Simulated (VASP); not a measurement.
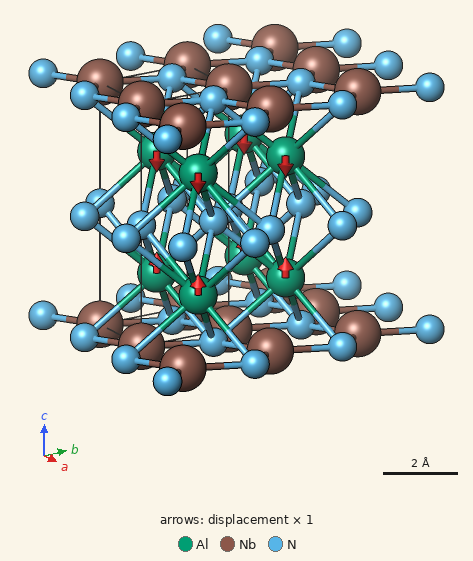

This is a relaxation of crystalline NbAl$_{2}$N$_{3}$ (a generated structure, set up in P-6m2). The starting structure is drawn; red arrows show the displacements (the part carried along by the change of the cell is left out), at their true length.

Style: ball-and-stick. Shown: the cell of the calculation, repeated 2 × 2 × 1 with one cell outlined, slightly off an axis.

The run lets cell and atoms move.

Computed with VASP 6.6.1, Kohn-Sham DFT of a periodic cell, PBE, VASP PAW PBE potentials, recommended.

Input file:
```
ALGO     = Fast           # electronic algorithm
EDIFF    = 1E-4           # SCF threshold, eV
EDIFFG   = -0.08          # ionic threshold
ENCUT    = 520            # plane-wave cutoff, eV
GGA      = PE             # functional
IBRION   = 2              # ionic algorithm
ISIF     = 3              # what is computed and relaxed
ISMEAR   = 0              # smearing method
KPAR     = 2            
LASPH    = T              # aspherical terms in the spheres
LCHARG   = F              # write CHGCAR
LREAL    = F              # projectors in reciprocal space
LWAVE    = F              # write WAVECAR
NELM     = 60             # most SCF steps
NSW      = 24             # ionic steps
PREC     = Normal         # precision mode
SIGMA    = 0.15           # smearing width, eV
```

Launched with:
```bash
cat potpaw_PBE.64/Al/POTCAR potpaw_PBE.64/Nb_sv/POTCAR potpaw_PBE.64/N/POTCAR > POTCAR
mpirun -np 2 vasp_std > vasp.out
```

> Describe the change and its energy.

Over 12 geometry steps the energy falls by 475 meV per atom. The largest force component goes from 4 to 0.045 eV/Å. The pressure goes from −0.80 to −0.28 GPa. The largest moves relative to the cell, 0.60 Å, are those of Al atoms. N and Nb stay in place. The drawn cell changes as follows: a = b 3.590 → 3.444 Å (−4.1 %), c 6.709 → 7.269 Å (+8.3 %); the volume changes by −0.3 %. Near-neighbour distances that change, for instance: Al–Al 3.381 → 2.460 Å, Al–N 2.658 → 3.120 Å, Al–Nb 2.658 → 3.120 Å, Al–N 2.675 → 2.338 Å. The space group stays P-6m2 (No. 187).
